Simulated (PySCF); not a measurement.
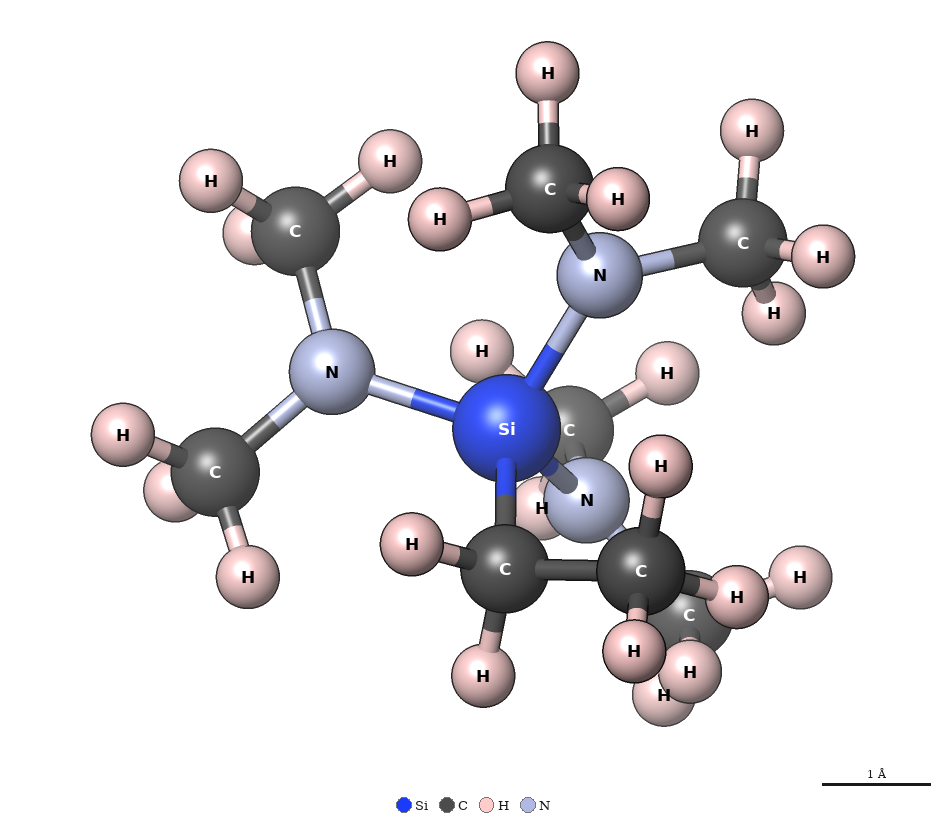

Depth is shown by fading: the farther an atom, the more it takes the colour of the background. The geometry was computed by an optimisation with PBE0-D3(BJ)/def2-SVP. No frequency run is at hand to confirm it as a minimum. Masses are those of the most abundant isotopes; constants are for the rigid equilibrium geometry.

Classify the rotor and give the rotational constants (MHz).

An asymmetric top (C1): A = 784, B = 721, C = 646 MHz. Ray's parameter κ is 0.09, midway between the limits.
